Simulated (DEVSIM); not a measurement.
System: abrupt GaP n-p junction, at 350 K.

```
layer (left to right)  material  thickness (μm)  Nd (cm⁻³)  Na (cm⁻³)  τn (s)  τp (s)
---------------------  --------  --------------  ---------  ---------  ------  ------
1                           GaP           0.920     3.1e17          -  2.4e-7  2.4e-7
2                           GaP            26.0          -     2.1e14  2.4e-7  2.4e-7
```

Left contact: ohmic. Right contact: ohmic. Voltage is applied to the left contact. Recombination: SRH at mid-gap. Mobility is μmin + (μ − μmin)/(1 + (N/Nref)^α).

The device is made up for the run: typed textbook-type constants, with dimensions and the other settings drawn at random. Values at 300 K; Nc and Nv go as T^1.5, mobilities as T to minus their exponent, the gap by Varshni's rule with the affinity fixed.

| parameter | GaP |
|---|---|
| gap (eV) | 2.26 |
| affinity (eV) | 3.8 |
| permittivity | 11.1 |
| Nc (cm⁻³) | 1.8e19 |
| Nv (cm⁻³) | 1.9e19 |
| μn (cm²/Vs) | 250 |
| μp (cm²/Vs) | 150 |
| μn,min | 10 |
| μp,min | 10 |
| Nref,n | 4.4e18 |
| Nref,p | 1e18 |
| αn | 0.8 |
| αp | 0.85 |
| T exponent of μn | 1.6 |
| T exponent of μp | 1.98 |
| Varshni α (eV/K) | 0.00058 |
| Varshni β (K) | 372 |

Simulated with DEVSIM: 1D drift-diffusion, Boltzmann statistics, complete ionisation; no tunnelling, impact ionisation, image-force lowering or self-heating.

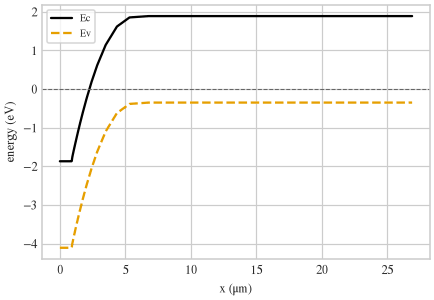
Band edges at 2.0 V on the left contact

Energies count from the Fermi level of the right contact; mesh points crowd at the junctions.

| x (μm) | Ec (eV) | Ev (eV) | n (cm⁻³) | p (cm⁻³) | field (V/cm) |
|---|---|---|---|---|---|
| 0.000 | -1.871 | -4.110 | 3.1e17 | < 1e2 | ≈ 0 |
| 0.02959 | -1.871 | -4.110 | 3.1e17 | < 1e2 | ≈ 0 |
| 0.09370 | -1.871 | -4.110 | 3.1e17 | < 1e2 | ≈ 0 |
| 0.2427 | -1.871 | -4.110 | 3.1e17 | < 1e2 | ≈ 0 |
| 0.6156 | -1.871 | -4.110 | 3.1e17 | < 1e2 | ≈ 0 |
| 0.7989 | -1.871 | -4.110 | 3.1e17 | < 1e2 | ≈ 0 |
| 0.8778 | -1.870 | -4.110 | 3.1e17 | < 1e2 | 220 |
| 0.9210 | -1.834 | -4.073 | 9.2e16 | < 1e2 | 34000 |
| 0.9525 | -1.761 | -4.000 | 8.2e15 | < 1e2 | 18000 |
| 1.024 | -1.645 | -3.885 | 1.8e14 | < 1e2 | 16000 |
| 1.185 | -1.401 | -3.640 | 5.3e10 | < 1e2 | 15000 |
| 1.763 | -0.593 | -2.833 | < 1e2 | < 1e2 | 13000 |
| 2.856 | 0.617 | -1.622 | < 1e2 | < 1e2 | 9200 |
| 5.322 | 1.853 | -0.386 | < 1e2 | 6.6e13 | 1000 |
| 13.92 | 1.888 | -0.351 | < 1e2 | 2.1e14 | ≈ 0 |
| 21.41 | 1.888 | -0.351 | < 1e2 | 2.1e14 | ≈ 0 |
| 24.49 | 1.888 | -0.351 | < 1e2 | 2.1e14 | ≈ 0 |
| 25.86 | 1.888 | -0.351 | < 1e2 | 2.1e14 | ≈ 0 |
| 26.58 | 1.888 | -0.351 | < 1e2 | 2.1e14 | ≈ 0 |
| 26.78 | 1.888 | -0.351 | < 1e2 | 2.1e14 | ≈ 0 |
| 26.87 | 1.888 | -0.351 | < 1e2 | 2.1e14 | ≈ 0 |
| 26.92 | 1.888 | -0.351 | < 1e2 | 2.1e14 | ≈ 0 |
